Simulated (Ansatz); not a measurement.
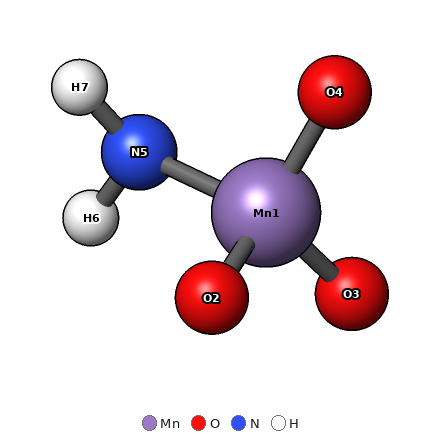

The system is MnO3(NH2); the picture shows the reference structure. First axis: umbrella angle at N5 (between each of its bonds and their common axis; 90 is planar). Second axis: change of the bonds N5–Mn1, N5–H6, N5–H7, all alike. Nothing is relaxed (all other coordinates rigid). The scan uses a 9 × 9 grid. Points are written as (first, second). Energies are in kcal/mol, from the lowest grid point. Level of theory: Ansatz, RKS PBE-D4/def2-SVP.

Its coordinates:

```xyz
7

Mn    0.3378    0.5892    0.1983
O     0.3019    0.5029    1.7733
O     1.8205    0.5402   -0.3187
O    -0.4643    1.8450   -0.2994
N    -0.4820   -0.8360   -0.5381
H    -0.0155   -1.7432   -0.4152
H    -1.4985   -0.8980   -0.4003
```

Range: umbrella angle at N5 (between each of its bonds and their common axis; 90 is planar) from 64.8 to 115.2°; change of the bonds N5–Mn1, N5–H6, N5–H7, all alike from −0.141 to 0.219 Å.

What landscape does the calculation give?

The lowest grid point is at (102.6°, −0.006 Å). It is the only kind of minimum in the scanned range. The highest grid point, (64.8°, −0.141 Å), lies 44.3 kcal/mol above the lowest.

```tsv
second ↓, first →	64.8	71.1	77.4	83.7	90.0	96.3	102.6	108.9	115.2
0.219	35.0	37.5	40.7	43.2	43.6	41.9	38.6	35.1	32.8
0.174	24.8	26.2	28.6	30.4	30.6	29.2	26.6	23.9	22.4
0.129	16.0	16.4	17.9	19.1	19.2	18.0	15.9	14.1	13.6
0.084	9.3	8.7	9.3	9.9	9.8	8.8	7.4	6.4	6.8
0.039	5.5	3.8	3.6	3.7	3.4	2.6	1.7	1.5	3.0
−0.006	5.6	2.9	1.8	1.3	0.9	0.3	0.0	0.6	3.1
−0.051	11.0	7.1	5.2	4.2	3.6	3.2	3.5	4.9	8.5
−0.096	23.2	18.2	15.5	14.0	13.2	13.0	13.8	16.0	20.7
−0.141	44.3	38.2	34.7	32.7	31.7	31.8	33.0	36.1	41.9
```

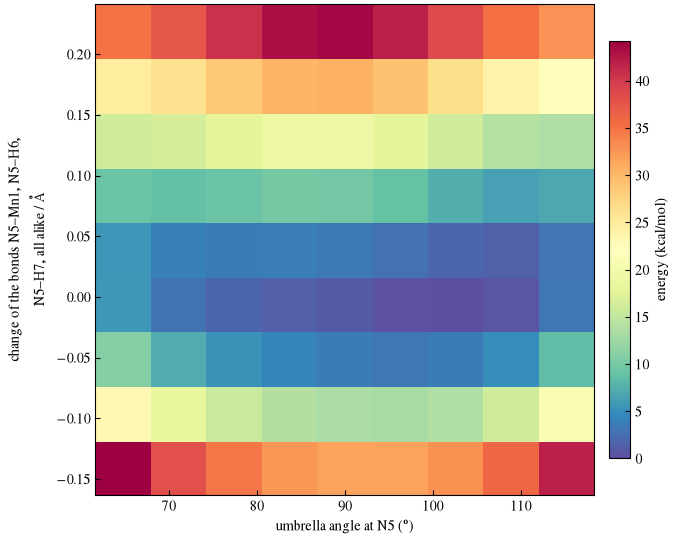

Drawn: one coloured cell a grid point.

Each point was launched as `ansatz run input.yaml --threads 1 --pin off --max-ram 2560MiB --backend cpu --events-out ev --progress --plain --runs-dir out`. Time for the 81 points that were run: 12 min on 1 thread of Arm Neoverse V2, with other jobs on the host.
